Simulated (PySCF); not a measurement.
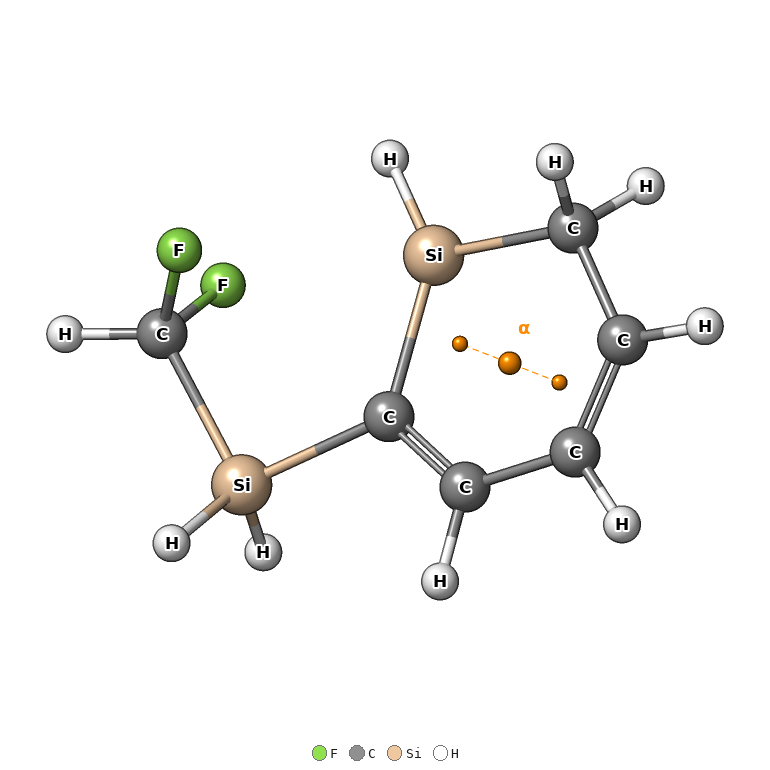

The small points mark where nucleus-independent chemical shifts (NICS) were computed: at the centre of each lettered ring and 1 Å above and below it. The species has charge +1 and is a spin singlet. The geometry was computed by an optimisation with GFN2-xTB. No frequency run is at hand to confirm it as a minimum. Method: GIAO PBE0/pcSseg-1 NMR shielding, non-relativistic, gas phase (PySCF 2.14.0).

Give NICS(0), NICS(1) and the out-of-plane component NICS(1)zz for each ring (means of the two sides).

| ring | members | NICS(0) | NICS(1) | NICS(1)zz |
| --- | --- | --- | --- | --- |
| α | C5Si | 1.9 | −2.2 | −2.5 |

Values in ppm.

**What do the values say about the ring currents?**

Ring α: weak, as in a non-aromatic ring. NICS is one index among several.

The geometry is semi-empirical. Around Si such bond lengths and angles can be off by a tenth of an ångström or more and by several degrees, and values that hang on the shape move with them.
